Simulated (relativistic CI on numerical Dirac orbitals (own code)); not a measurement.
```
atom Tc  Z=43  charge=5  electrons=38
nucleus A=97  rms_radius_fm=4.4112
hamiltonian dirac-coulomb  breit=on  qed=on  c_scale=1
orbitals kli  potential=per-configuration
slater_scale 0.85
correlation p86
mixing on
configurations
  [Kr] 4d2
  [Kr] 4d 5s
  [Kr] 4d 4f
  [Kr] 4d 5p
  [Ar] 3d10 4s2 4p5 4d3
  [Kr] 4f2
  [Kr] 4d 5d
  [Kr] 5s2
  [Kr] 4d 6s
  [Kr] 4d 6p
  [Kr] 5s 5p
  [Ar] 3d10 4s 4p6 4d3
  [Kr] 4d 5f
  [Ar] 3d10 4s2 4p5 4d2 4f
  [Kr] 4d 6d
  [Kr] 4d 5g
  [Kr] 4d 7s
  [Kr] 4d 7p
  [Kr] 5p2
  [Kr] 4d 6f
  [Kr] 4f 5s
  [Ar] 3d10 4s2 4p5 4d2 5s
  [Kr] 4f 5p
  [Ar] 3d10 4s 4p6 4d2 4f
  [Ar] 3d10 4s2 4p5 4d2 5p
  [Ar] 3d10 4s2 4p5 4d2 5d
  [Ar] 3d10 4p6 4d4
  [Ar] 3d10 4p5 4d5
end
```

Command (the task file carries these settings):
```bash
python run_levels.py task.json out
```

The calculation used Dirac CI, KLI exchange-only orbitals, Breit term, model QED, valence Slater integrals scaled by 0.85, a P86 correlation estimate for each configuration (radial Dirac CI code).

The plot shows absorption lines from the lowest level (oscillator strengths f):

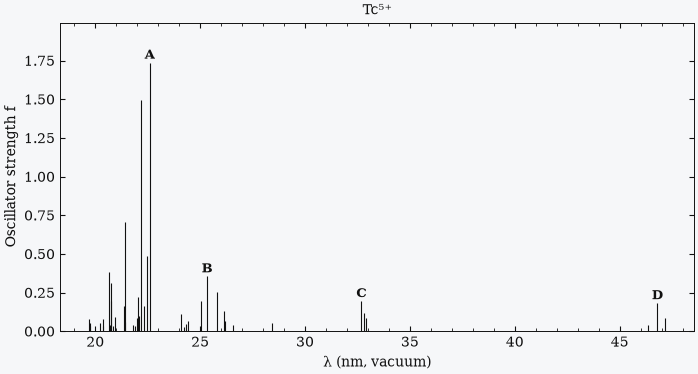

The lettered lines are A: 4p⁶ 4d 5f ³G°₃ ← 4p⁶ 4d² ³F₂, 22.60 nm, f = 1.7; B: 4p⁵ 4d³ J = 3 (odd, mixed, level 163) ← 4p⁶ 4d² ³F₂, 25.34 nm, f = 0.35; C: 4p⁶ 4d 4f ³G°₃ ← 4p⁶ 4d² ³F₂, 32.68 nm, f = 0.19; D: 4p⁶ 4d 5p ³D°₁ ← 4p⁶ 4d² ³F₂, 46.80 nm, f = 0.18. The strongest, A, lies in the extreme ultraviolet region.

Limits of the model: configurations can be misplaced by up to about 7 % of their energy; only a limited list of configurations is included, so lower levels can be missing; only lines among the lowest 400 of 1974 levels are drawn, so those from 4p⁵ 4d² 5p and 4p⁶ 4f 5p are incomplete.
